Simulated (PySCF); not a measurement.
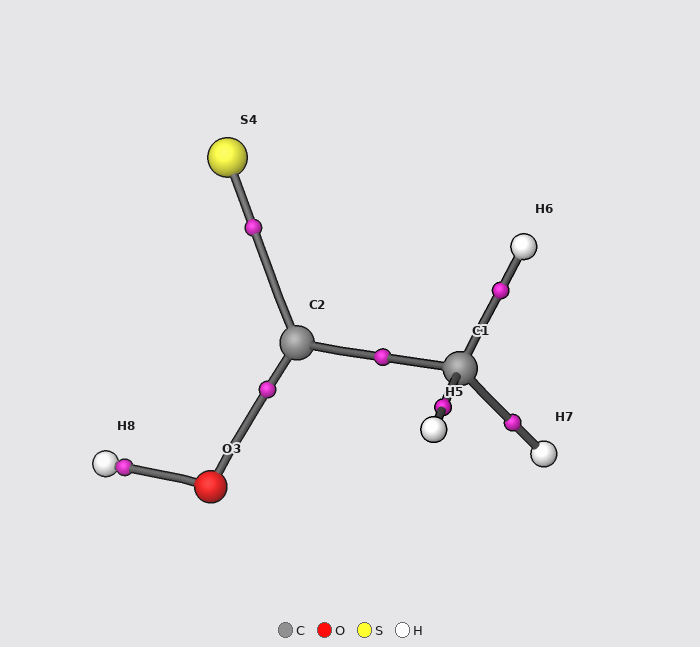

C₂H₄OS, SMILES `CC(O)=S`. Molecular graph of the electron density (QTAIM): bond paths, bond critical points (magenta), ring points (cyan, if any); weak paths are dashed.

Method: PBE0/def2-SVP; geometry: GFN2-xTB; program: PySCF. No frequency check shows the geometry to be a minimum. GFN2-xTB bond lengths at metals and heavier atoms can be off by up to 0.1 Å and shapes distorted, which carries into these values.

Cartesian coordinates (Å):

```
C1       1.3379    0.9790    0.0008
C2       0.2928   -0.0814    0.0002
O3       0.7816   -1.3174    0.0001
S4      -1.3077    0.2145   -0.0001
H5       1.9788    0.8590    0.8705
H6       0.8777    1.9615    0.0120
H7       1.9649    0.8740   -0.8872
H8       0.0656   -1.9724   -0.0001
```

> How many critical points of each kind are there, and does the count close?

8 nuclei, 7 bond, 0 ring and 0 cage critical points: 8 − 7 + 0 − 0 = 1, as the Poincaré–Hopf relation requires.

> Give the properties at the bond critical points.

```csv
bond,length (Å),ρ (a.u.),∇²ρ (a.u.),ε,H (a.u.)
O3–H8,0.970,0.347,−2.42,0.01,−0.667
C2–O3,1.329,0.308,−0.21,0.07,−0.496
C1–H6,1.085,0.281,−1.07,0.01,−0.308
C1–H5 (2 alike),1.087,0.275,−1.02,0.01,−0.298
C1–C2,1.489,0.264,−0.65,0.05,−0.227
C2–S4,1.628,0.228,+0.41,0.08,−0.258
```

> What kind of interaction is O3–H8?

Shared-shell (covalent): ρ = 0.347, ∇²ρ = −2.42, H = −0.667 a.u.
